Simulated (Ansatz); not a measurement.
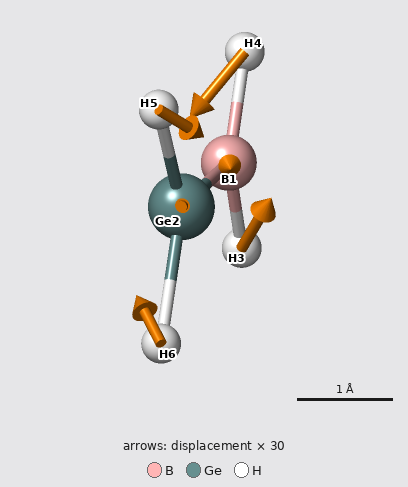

A relaxation of BGeH4 (multiplicity 2). The starting structure is drawn; orange arrows show the displacements, magnified 30 times. The two geometries are superimposed by the best rigid fit.

Style: ball-and-stick. Shown from a free direction.

It is one of the separated reactants of a reaction.

The calculation used UKS PBE0-D4/def2-TZVP in Ansatz.

Input
```yaml
crystal:
  periodic: [false, false, false]
  atoms:
    - {symbol: B, position_ang: [-0.120087, -0.879441, -0.046803]}
    - {symbol: Ge, position_ang: [-0.034435, 1.105050, -0.041412]}
    - {symbol: H, position_ang: [-0.840584, -1.433873, 0.757368]}
    - {symbol: H, position_ang: [0.558379, -1.490660, -0.846794]}
    - {symbol: H, position_ang: [0.811870, 1.967747, -1.016283]}
    - {symbol: H, position_ang: [-0.805636, 2.031964, 0.936853]}
basis:
  gaussian: {orbitals: def2-TZVP}
magnetization: {spin_polarized: true, initial_magnetization: 1}
hamiltonian: {xc: pbe0, dispersion: d4}
relax: {f_tol: 0.005, max_steps: 200}
```

Launched with:
```bash
ansatz run in.yaml --threads 2 --pin off --events-out ev --progress --plain --max-ram 4352MiB
```

Q: What did the optimiser do to the structure, and how much energy did it gain?

A: After 3 geometry steps the energy has fallen by 1.69 kJ/mol. Largest force component: 0.34 eV/Å at the start, 0.0012 eV/Å at the end. The largest move after the best rigid fit is that of H4, 0.031 Å. Largest moves by element: H 0.031 Å, B 0.010 Å, Ge 0.004 Å. Some distances before and after: B1–H3 1.214 → 1.193 Å, Ge2–H5 1.553 → 1.536 Å, B1–Ge2 1.986 → 1.973 Å.
